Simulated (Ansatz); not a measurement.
Diamond-structure Si, treated with HSE06-D3(BJ) (Ansatz, a program for electronic structure, PAW).

Numerical settings: plane-wave cutoff 460 eV, 8×8×8 k mesh, Fermi–Dirac smearing 0.01 eV, scalar-relativistic PAW data made under PBE.

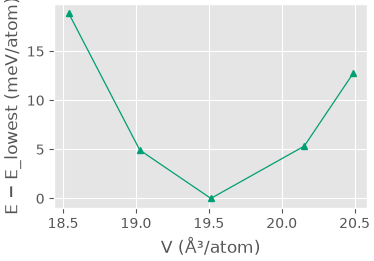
Total energy against volume

Task: From the curve, estimate the equilibrium volume and the bulk modulus.

Result: V0 ≈ 19.6 Å³/atom and B0 ≈ 100 GPa; the fit gives V0 = 19.564 Å³/atom, B0 = 102 GPa, B′ = 4.6.

Measured, for comparison: bulk modulus 101 GPa (0 K value with zero-point phonon effects removed; as tabulated in Sun et al. (2011), doi:10.1103/physrevb.84.035117); equilibrium volume per atom 19.91 Å³/atom (static lattice: zero-point anharmonic expansion removed; as tabulated in Mejia-Rodriguez and Trickey (2018), arXiv:1807.09216). Computed (rounded) less measured: bulk modulus +1.0 %, equilibrium volume per atom -1.8 %.

Computed values are for the static lattice.

It cost about 7 core-minutes (a rough figure) of CPU time.
